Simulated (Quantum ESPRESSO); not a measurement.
# Simulated XPS, UPS and emission spectra of NbP, part 8 of 17

Wanted: projected DOS of NbP, weighted into photoemission and X-ray emission spectra, at several levels of theory.

Quantum ESPRESSO 7.5; DFT, PBE, plane waves, ultrasoft GBRV pseudopotentials, scalar-relativistic (the session's first sound run).

So far. Step 6 (With spin–orbit coupling: self-consistent run): The run ends at a pressure of -0.85 GPa, with forces up to 0.013 eV/Å. Step 8 (With a Hubbard U: self-consistent run): The run ends at a pressure of -0.04 GPa, with forces up to 0.015 eV/Å.

### 10. Projected DOS and spectra

Level of this step: DFT, PBE+U, plane waves, ultrasoft GBRV pseudopotentials, scalar-relativistic (Quantum ESPRESSO).

projwfc.x splits the states by atom and shell, which the spectra need, since each shell has its own cross section.

projwfc.in reads:

```
&projwfc
  prefix = 'pes'
  outdir = './tmp'
  filpdos = 'pes'
  ngauss = 0
  degauss = 0.00735
  DeltaE = 0.05
  Emin = -14.91
  Emax = 27.09
/
```

Command:

```bash
$ OMP_NUM_THREADS=1 mpirun -n 4 projwfc.x -nk 4 -in projwfc.in > projwfc.out
```

The log of the run:

```text
[banner, memory and clock lines left out]
Program PROJWFC v.7.5 starts

          URL

     ./tmp/pes.save/

     IMPORTANT: XC functional enforced from input :
     Exchange-correlation= PBE
                           (   1   4   3   4   0   0   0)
     Any further DFT definition will be discarded
     Please, verify this is what you really want

     G-vector sticks info

     Check: negative core charge=   -0.000001

     Gaussian broadening (read from input): ngauss,degauss=   0    0.007350

     Calling projwave ....

  Problem Sizes
  natomwfc =           34
  nbnd     =           30
  nkstot   =          349
  npwx     =         1881
  nkb      =           72

     Atomic states used for projection
     (read from pseudopotential files):

     state #   1: atom   1 (Nb ), wfc  1 (l=0 m= 1)
     state #   2: atom   1 (Nb ), wfc  2 (l=1 m= 1)
     state #   3: atom   1 (Nb ), wfc  2 (l=1 m= 2)
     state #   4: atom   1 (Nb ), wfc  2 (l=1 m= 3)
     state #   5: atom   1 (Nb ), wfc  3 (l=2 m= 1)
     state #   6: atom   1 (Nb ), wfc  3 (l=2 m= 2)
     state #   7: atom   1 (Nb ), wfc  3 (l=2 m= 3)
     state #   8: atom   1 (Nb ), wfc  3 (l=2 m= 4)
     state #   9: atom   1 (Nb ), wfc  3 (l=2 m= 5)
     state #  10: atom   1 (Nb ), wfc  4 (l=0 m= 1)
     state #  11: atom   1 (Nb ), wfc  5 (l=1 m= 1)
     state #  12: atom   1 (Nb ), wfc  5 (l=1 m= 2)
     state #  13: atom   1 (Nb ), wfc  5 (l=1 m= 3)
     state #  14: atom   2 (Nb ), wfc  1 (l=0 m= 1)
     state #  15: atom   2 (Nb ), wfc  2 (l=1 m= 1)
     state #  16: atom   2 (Nb ), wfc  2 (l=1 m= 2)
     state #  17: atom   2 (Nb ), wfc  2 (l=1 m= 3)
     state #  18: atom   2 (Nb ), wfc  3 (l=2 m= 1)
     state #  19: atom   2 (Nb ), wfc  3 (l=2 m= 2)
     state #  20: atom   2 (Nb ), wfc  3 (l=2 m= 3)
     state #  21: atom   2 (Nb ), wfc  3 (l=2 m= 4)
     state #  22: atom   2 (Nb ), wfc  3 (l=2 m= 5)
     state #  23: atom   2 (Nb ), wfc  4 (l=0 m= 1)
     state #  24: atom   2 (Nb ), wfc  5 (l=1 m= 1)
     state #  25: atom   2 (Nb ), wfc  5 (l=1 m= 2)
     state #  26: atom   2 (Nb ), wfc  5 (l=1 m= 3)
     state #  27: atom   3 (P  ), wfc  1 (l=0 m= 1)
     state #  28: atom   3 (P  ), wfc  2 (l=1 m= 1)
     state #  29: atom   3 (P  ), wfc  2 (l=1 m= 2)
     state #  30: atom   3 (P  ), wfc  2 (l=1 m= 3)
     state #  31: atom   4 (P  ), wfc  1 (l=0 m= 1)
     state #  32: atom   4 (P  ), wfc  2 (l=1 m= 1)
     state #  33: atom   4 (P  ), wfc  2 (l=1 m= 2)
     state #  34: atom   4 (P  ), wfc  2 (l=1 m= 3)

 k =   0.0000000000  0.0000000000  0.0000000000
==== e(   1) =   -40.15812 eV ====
     psi = 0.478*[#   1]+0.478*[#  14]+0.020*[#  10]+0.020*[#  23]+0.002*[#  27]
          +0.002*[#  31]
    |psi|^2 = 1.000
==== e(   2) =   -40.12006 eV ====
     psi = 0.469*[#   1]+0.469*[#  14]+0.017*[#  28]+0.017*[#  32]+0.007*[#   5]
          +0.007*[#  18]+0.006*[#  10]+0.006*[#  23]
    |psi|^2 = 1.000
==== e(   3) =   -16.39942 eV ====
     psi = 0.476*[#   2]+0.476*[#  15]+0.017*[#  11]+0.017*[#  24]+0.004*[#  27]
          +0.004*[#  31]+0.003*[#  28]+0.003*[#  32]
    |psi|^2 = 1.000
==== e(   4) =   -16.22217 eV ====
     psi = 0.482*[#   3]+0.482*[#  17]+0.010*[#  12]+0.010*[#  26]+0.005*[#  29]
          +0.005*[#  34]+0.002*[#   4]+0.002*[#  16]
    |psi|^2 = 1.000
==== e(   5) =   -16.22217 eV ====
     psi = 0.482*[#   3]+0.482*[#  17]+0.010*[#  12]+0.010*[#  26]+0.005*[#  29]
          +0.005*[#  34]+0.002*[#   4]+0.002*[#  16]
    |psi|^2 = 1.000
==== e(   6) =   -16.07803 eV ====
     psi = 0.483*[#   4]+0.483*[#  16]+0.010*[#  13]+0.010*[#  25]+0.005*[#  30]
          +0.005*[#  33]+0.002*[#   3]+0.002*[#  17]
    |psi|^2 = 1.000
==== e(   7) =   -16.07803 eV ====
     psi = 0.483*[#   4]+0.483*[#  16]+0.010*[#  13]+0.010*[#  25]+0.005*[#  30]
          +0.005*[#  33]+0.002*[#   3]+0.002*[#  17]
    |psi|^2 = 1.000
==== e(   8) =   -16.02349 eV ====
     psi = 0.491*[#   2]+0.491*[#  15]+0.007*[#  11]+0.007*[#  24]+0.002*[#  28]
          +0.002*[#  32]
    |psi|^2 = 1.000
==== e(   9) =     2.26229 eV ====
     psi = 0.274*[#  10]+0.274*[#  23]+0.202*[#  27]+0.202*[#  31]+0.019*[#   1]
          +0.019*[#  14]+0.004*[#   8]+0.004*[#  21]+0.001*[#   5]+0.001*[#  18]

    |psi|^2 = 0.999
==== e(  10) =     4.67858 eV ====
     psi = 0.261*[#  27]+0.261*[#  31]+0.122*[#  11]+0.122*[#  24]+0.070*[#   5]
          +0.070*[#  18]+0.023*[#  10]+0.023*[#  23]+0.012*[#   2]+0.012*[#  15]
          +0.006*[#  28]+0.006*[#  32]+0.004*[#   8]+0.004*[#  21]+0.003*[#   1]
          +0.003*[#  14]
    |psi|^2 = 0.999
==== e(  11) =     8.82895 eV ====
     psi = 0.268*[#  28]+0.268*[#  32]+0.080*[#   5]+0.080*[#  18]+0.057*[#  11]
          +0.057*[#  24]+0.038*[#  10]+0.038*[#  23]+0.031*[#   8]+0.031*[#  21]
          +0.010*[#   1]+0.010*[#  14]+0.008*[#  27]+0.008*[#  31]+0.007*[#   2]
          +0.007*[#  15]
    |psi|^2 = 0.998
==== e(  12) =    12.04448 eV ====
     psi = 0.258*[#   8]+0.258*[#  21]+0.123*[#   5]+0.123*[#  18]+0.106*[#  28]
          +0.106*[#  32]+0.004*[#  11]+0.004*[#  24]+0.001*[#  10]+0.001*[#  23]

    |psi|^2 = 0.984
==== e(  13) =    12.83037 eV ====
     psi = 0.209*[#  30]+0.209*[#  33]+0.198*[#   6]+0.198*[#  20]+0.056*[#  29]
          +0.056*[#  34]+0.020*[#   7]+0.020*[#  19]+0.013*[#  13]+0.013*[#  25]
          +0.002*[#   4]+0.002*[#  16]
    |psi|^2 = 0.997
==== e(  14) =    12.83037 eV ====
     psi = 0.209*[#  30]+0.209*[#  33]+0.198*[#   6]+0.198*[#  20]+0.056*[#  29]
          +0.056*[#  34]+0.020*[#   7]+0.020*[#  19]+0.013*[#  13]+0.013*[#  25]
          +0.002*[#   4]+0.002*[#  16]
    |psi|^2 = 0.997
==== e(  15) =    12.96022 eV ====
     psi = 0.430*[#   8]+0.430*[#  21]+0.042*[#  11]+0.042*[#  24]+0.005*[#  28]
          +0.005*[#  32]+0.004*[#  10]+0.004*[#  23]+0.003*[#   2]+0.003*[#  15]
          +0.003*[#   5]+0.003*[#  18]
    |psi|^2 = 0.976
==== e(  16) =    13.32025 eV ====
     psi = 0.256*[#   5]+0.256*[#  18]+0.192*[#   8]+0.192*[#  21]+0.029*[#  28]
          +0.029*[#  32]+0.014*[#  10]+0.014*[#  23]+0.003*[#  11]+0.003*[#  24]
          +0.003*[#  27]+0.003*[#  31]
    |psi|^2 = 0.993
[...]
+0.066*[#  33]+0.029*[#   6]+0.029*[#  20]+0.018*[#  12]+0.018*[#  26]
          +0.002*[#   3]+0.002*[#  17]
[...]
+0.066*[#  33]+0.029*[#   6]+0.029*[#  20]+0.018*[#  12]+0.018*[#  26]
          +0.002*[#   3]+0.002*[#  17]
[...]
psi = 0.487*[#   9]+0.487*[#  22]
[...]
psi = 0.492*[#   9]+0.492*[#  22]
[...]
+0.069*[#  23]+0.022*[#  11]+0.022*[#  24]+0.004*[#  27]+0.004*[#  31]
          +0.001*[#   1]+0.001*[#  14]
[...]
+0.005*[#   8]+0.005*[#  21]+0.001*[#   2]+0.001*[#  15]
[...]
+0.002*[#   2]+0.002*[#  10]+0.002*[#  15]+0.002*[#  23]
[...]
+0.001*[#  10]+0.001*[#  23]
[...]
k =   0.1158567239  0.1158567239  0.0000000000
[...]
+0.001*[#  27]+0.001*[#  31]
[...]
+0.001*[#  25]+0.001*[#  26]
[...]
+0.001*[#  16]+0.001*[#  23]
[...]
+0.001*[#  30]+0.001*[#  33]
[...]
+0.001*[#  10]+0.001*[#  23]
[...]
+0.005*[#  33]+0.002*[#   3]+0.002*[#  17]
[...]
+0.004*[#   8]+0.004*[#  21]+0.001*[#  30]+0.001*[#  33]
[...]
+0.001*[#  13]+0.001*[#  25]+0.001*[#  12]+0.001*[#  26]
[...]
+0.002*[#   7]+0.002*[#  19]+0.002*[#  12]+0.002*[#  26]
[...]
+0.002*[#   4]+0.002*[#  16]
[...]
+0.001*[#  26]+0.001*[#   4]+0.001*[#  16]
[...]
+0.003*[#  22]+0.001*[#   3]+0.001*[#  17]
[...]
+0.006*[#  30]+0.006*[#  33]+0.003*[#  27]+0.003*[#  31]
[...]
+0.005*[#  11]+0.005*[#  24]+0.001*[#  10]+0.001*[#  23]
[...]
+0.001*[#  22]
[...]
+0.001*[#  15]
[...]
k =   0.2317134479  0.2317134479  0.0000000000
[...]
+0.003*[#  25]+0.003*[#  26]+0.002*[#  29]+0.002*[#  34]
[...]
+0.002*[#  13]+0.002*[#  25]+0.001*[#  27]+0.001*[#  31]
[...]
+0.003*[#  28]+0.003*[#  32]+0.001*[#  30]+0.001*[#  33]
[...]
+0.001*[#  26]+0.001*[#  28]+0.001*[#  32]
[...]
+0.001*[#   7]+0.001*[#  16]+0.001*[#  19]+0.001*[#  22]
[...]
+0.002*[#  14]
[...]
+0.003*[#  25]+0.002*[#   3]+0.002*[#  17]
[...]
+0.001*[#  24]
[...]
+0.001*[#  17]
[...]
+0.002*[#  20]
[...]
+0.006*[#  30]+0.006*[#  33]+0.003*[#  11]+0.003*[#  24]
[...]
+0.005*[#   9]+0.005*[#  22]+0.004*[#  12]+0.004*[#  26]
[...]
+0.004*[#  28]+0.004*[#  32]+0.002*[#   7]+0.002*[#  19]
[...]
+0.001*[#   8]+0.001*[#  17]+0.001*[#  21]
[...]
k =   0.3475701718  0.3475701718  0.0000000000
[...]
+0.003*[#  25]+0.003*[#  26]+0.002*[#   5]+0.002*[#  18]
[...]
+0.002*[#   4]+0.002*[#  16]+0.001*[#  12]+0.001*[#  26]
[...]
+0.001*[#  25]+0.001*[#  28]+0.001*[#  32]
[...]
+0.008*[#  17]+0.007*[#  11]+0.007*[#  24]
[...]
+0.002*[#  14]
[...]
+0.005*[#  25]
[...]
+0.002*[#  32]
[...]
+0.001*[#  21]
[...]
k =   0.4634268958  0.4634268958  0.0000000000
[...]
+0.001*[#  33]
[...]
+0.001*[#  33]
[...]
k =   0.5792836197  0.5792836197  0.0000000000
[...]
k =   0.6951403436  0.6951403436  0.0000000000
[...]
k =   0.8109970676  0.8109970676  0.0000000000
[...]
psi = 0.479*[#   1]+0.479*[#  14]+0.017*[#  10]+0.017*[#  23]
[...]
k =  -0.9268537915 -0.9268537915  0.0000000000
[...]
+0.001*[#   3]+0.001*[#  17]+0.001*[#  13]+0.001*[#  25]
[...]
+0.001*[#   3]+0.001*[#  17]+0.001*[#  13]+0.001*[#  25]
[...]
+0.002*[#  13]+0.002*[#  25]
[...]
+0.002*[#  13]+0.002*[#  25]
[...]
+0.001*[#   8]+0.001*[#  21]
[...]
psi = 0.156*[#  28]+0.156*[#  32]+0.106*[#   9]+0.106*[#  22]+0.046*[#   
[... cut ...]
[#  28]+0.005*[#  32]
          +0.004*[#  10]+0.004*[#  23]
[...]
+0.001*[#  25]+0.001*[#  27]+0.001*[#  31]
[...]
+0.002*[#  11]+0.002*[#  24]+0.001*[#  28]+0.001*[#  32]
[...]
+0.004*[#   1]+0.004*[#  14]+0.001*[#   2]+0.001*[#  15]
[...]
+0.004*[#   1]+0.004*[#  14]+0.001*[#   2]+0.001*[#  15]
[...]
+0.002*[#  22]+0.001*[#   2]+0.001*[#  15]
[...]
+0.001*[#   2]+0.001*[#  12]+0.001*[#  15]+0.001*[#  26]
[...]
+0.001*[#  10]+0.001*[#  23]
[...]
+0.003*[#   7]+0.003*[#  19]+0.002*[#  13]+0.002*[#  25]
[...]
+0.004*[#  18]+0.002*[#   9]+0.002*[#  22]
[...]
+0.003*[#  21]+0.001*[#   2]+0.001*[#  15]
[...]
k =   0.0000000000  1.3902806873  0.0000000000
[...]
+0.003*[#  34]+0.001*[#   8]+0.001*[#  21]
[...]
+0.002*[#  28]+0.002*[#  32]+0.002*[#  29]+0.002*[#  34]
[...]
+0.002*[#  32]
[...]
+0.001*[#  34]
[...]
+0.002*[#  24]+0.001*[#   5]+0.001*[#  18]
[...]
+0.001*[#  33]
[...]
+0.008*[#  25]+0.002*[#  30]+0.002*[#  33]
[...]
+0.002*[#  34]
[...]
+0.004*[#   1]+0.004*[#  14]
[...]
+0.003*[#  16]
[...]
==== e(  14) =    12.16100 eV ====
     psi = 0.175*[#   8]+0.175*[#  21]+0.143*[#  28]+0.143*[#  32]+0.086*[#  29]
[...]
+0.002*[#  15]
    |psi|^2 = 0.993
==== e(  15) =    12.42848 eV ====
     psi = 0.229*[#  30]+0.229*[#  33]+0.110*[#   6]+0.110*[#  20]+0.100*[#   9]
[...]
+0.001*[#  29]+0.001*[#  34]
    |psi|^2 = 0.998
==== e(  16) =    13.04029 eV ====
     psi = 0.240*[#  29]+0.240*[#  34]+0.192*[#   9]+0.192*[#  22]+0.040*[#   6]
[...]
+0.001*[#  17]
    |psi|^2 = 0.996
==== e(  17) =    13.53309 eV ====
     psi = 0.185*[#   8]+0.185*[#  21]+0.122*[#   5]+0.122*[#  18]+0.049*[#   7]
[...]
+0.002*[#  14]+0.002*[#  15]+0.002*[#  10]+0.002*[#  23]+0.001*[#  27]
          +0.001*[#  31]
    |psi|^2 = 0.983
==== e(  18) =    15.04117 eV ====
     psi = 0.311*[#   9]+0.311*[#  22]+0.103*[#   7]+0.103*[#  19]+0.064*[#   6]
          +0.064*[#  20]+0.006*[#  30]+0.006*[#  33]+0.002*[#  13]+0.002*[#  25]

    |psi|^2 = 0.971
==== e(  19) =    15.49312 eV ====
     psi = 0.197*[#   8]+0.197*[#  21]+0.090*[#  29]+0.090*[#  34]+0.079*[#   5]
          +0.079*[#  18]+0.046*[#  30]+0.046*[#  33]+0.037*[#   7]+0.037*[#  19]
          +0.012*[#  27]+0.012*[#  31]+0.011*[#  28]+0.011*[#  32]+0.008*[#   6]
          +0.008*[#  20]+0.008*[#  10]+0.008*[#  23]+0.003*[#  12]+0.003*[#  26]

    |psi|^2 = 0.981
==== e(  20) =    16.19221 eV ====
     psi = 0.195*[#   7]+0.195*[#  19]+0.097*[#   6]+0.097*[#  20]+0.082*[#   8]
          +0.082*[#  21]+0.047*[#  28]+0.047*[#  32]+0.025*[#   5]+0.025*[#  18]
          +0.020*[#  27]+0.020*[#  31]+0.009*[#  10]+0.009*[#  23]+0.005*[#  30]
          +0.005*[#  33]+0.002*[#  11]+0.002*[#  24]+0.002*[#  29]+0.002*[#  34]
          +0.001*[#  12]+0.001*[#  26]
    |psi|^2 = 0.969
==== e(  21) =    17.16756 eV ====
     psi = 0.282*[#   7]+0.282*[#  19]+0.194*[#   6]+0.194*[#  20]+0.012*[#   9]
          +0.012*[#  22]+0.004*[#  13]+0.004*[#  25]
    |psi|^2 = 0.987
==== e(  22) =    1
```

The job ended after 3.4 s (4 MPI ranks of Arm Neoverse V2, shared host; 15 s of CPU time).

Numbers from this step:

* share of occupied states in no projected shell: 0.006 of the occupied states in the window
* DOS at the Fermi level: 0.4193 states/eV/cell

The DOS has structure finer than the step of the table below, so its rows give means over 2 eV, whole bins alone (the curve runs from -14.5 to 6.93 eV). Peaks (eV: height): total -10.3: 4.78, -2.9: 4.92, -0.7: 4.38, 2.8: 4.71; Nb 4d -0.7: 3.39, 1.4: 2.33, 2.8: 3.3, 3.8: 2.45; P 3p -5.3: 2.14, -2.9: 2.5, 4.6: 1.08; P 3s -10.3: 2.82, 3.8: 0.621; Nb 5p -10.6: 0.907, -5.4: 0.258, -2.9: 0.282, -0.7: 0.396.

The DOS by E, zero at the Fermi level; means over each step; values in states/eV/cell:

| E (eV) | total | Nb 4d | P 3p | P 3s | Nb 5p | Nb 5s |
| --- | --- | --- | --- | --- | --- | --- |
| -12 | 0.550 | 0.0280 | 0.00938 | 0.223 | 0.173 | 0.116 |
| -10 | 1.45 | 0.295 | 0.0138 | 0.793 | 0.301 | 0.0451 |
| -8 | 0 | 0 | 0 | 0 | 0 | 0 |
| -6 | 1.43 | 0.462 | 0.746 | 0.0243 | 0.0939 | 0.104 |
| -4 | 2.43 | 0.914 | 1.24 | 0.0554 | 0.145 | 0.0652 |
| -2 | 2.90 | 1.60 | 1.06 | 0.0131 | 0.165 | 0.0316 |
| 0 | 1.99 | 1.59 | 0.202 | 0.00872 | 0.127 | 0.0246 |
| 2 | 3.02 | 2.32 | 0.383 | 0.0943 | 0.0923 | 0.0518 |
| 4 | 3.19 | 1.77 | 0.753 | 0.289 | 0.132 | 0.121 |

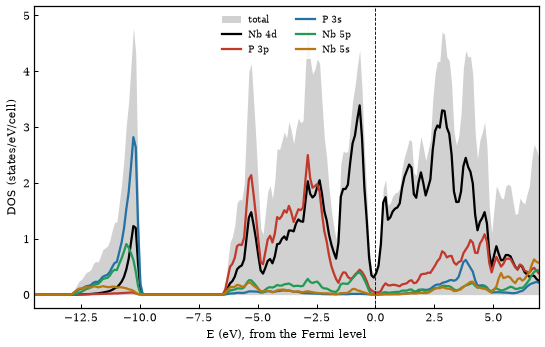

DOS against E.

This run's widths, added to any smearing of the DOS itself: Gaussian 0.35 eV, Lorentzian 0.05 eV plus 0.08 an eV of depth. The intensity by binding energy, zero at the Fermi level; values in % of the maximum within 13 eV:

```csv
binding energy (eV),21.2 eV,60 eV,1486.7 eV,8047.8 eV,9251.7 eV
0,12.3,12.1,12.5,4.13,3.63
2,49.6,62.3,51.7,16.5,14.5
4,38.9,64.5,46.1,22.4,21.1
6,15.8,29.0,20.6,14.7,14.6
8,1.58,3.89,4.20,5.35,5.34
10,11.2,37.6,49.4,73.4,73.3
12,-,12.0,16.7,30.0,30.5
14,-,1.75,2.31,3.84,3.88
```

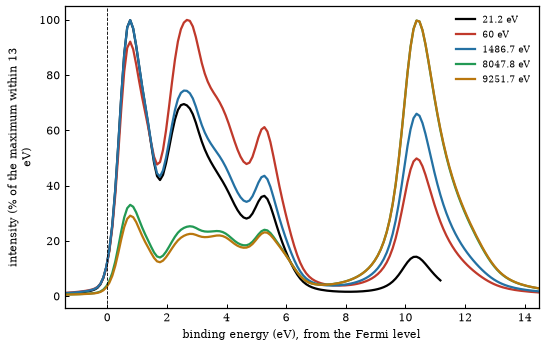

Intensity against binding energy.

Maxima picked by a test of local sharpness, so broad peaks and shoulders can be missing; peaks within 0.45 eV of a curve's cut are left out. Valence peaks, by row:

```csv
photon energy (eV),binding energy (eV),height (% of the maximum within 13 eV),main shell,its share (%)
21.2,10.35,14.3,Nb 4d,89.15
21.2,5.246,36.36,Nb 4d,81.89
21.2,2.546,69.5,Nb 4d,86.86
21.2,0.7455,100,Nb 4d,97.5
60,10.4,49.84,P 3s,76.57
60,5.246,61.22,P 3p,55.48
60,2.696,100,P 3p,49.95
60,0.7455,92.22,Nb 4d,86.66
1487,10.4,66.07,P 3s,77.16
1487,5.246,43.61,Nb 4d,65.48
1487,2.596,74.42,Nb 4d,77.48
1487,0.7455,100,Nb 4d,93.5
8048,10.4,100,P 3s,89.95
8048,5.296,24.03,Nb 5s,34.47
8048,2.796,25.27,Nb 4d,56.52
8048,0.7955,33.05,Nb 4d,72.62
9252,10.4,100,P 3s,90.23
9252,5.296,23.13,Nb 5s,38.93
9252,3.746,21.95,Nb 4d,33.99
9252,2.796,22.54,Nb 4d,52.58
9252,0.7955,29.15,Nb 4d,68.31
```

Spectra as before, but with a recipe of its own (widths, and in some runs the light), which changes peak heights and what is resolved: Gaussian 0.35 eV, Lorentzian 0.05 eV plus 0.08 times the binding energy, linear light, analyser at 0°, Fermi edge at 300 K; some photon energies differ too.

The two runs compared:

| quantity | this run | base run | difference |
| --- | --- | --- | --- |
| DOS at the Fermi level (states/eV/cell) | 0.4193 | 0.4729 | -0.0536 |

(Part 8 of 17 ends here.)

[Logs are printed without paths, hosts, clocks, repeated set-up lines and the standing remarks that a program may print on its own settings, such as how far it seeks lower states.]

[Hosts, paths, dates, database ids (printed as entryN), source tags and the programs' standing remarks are cut or masked in the printed files.]

[Maps of the electrostatic potential energy from Ansatz leave out the sawtooth potential of an applied field or a dipole correction, so their vacuum need not be flat; work functions include it.]

[Peak lists hold at most the 14 tallest peaks of each spectrum; further lines can be left out.]
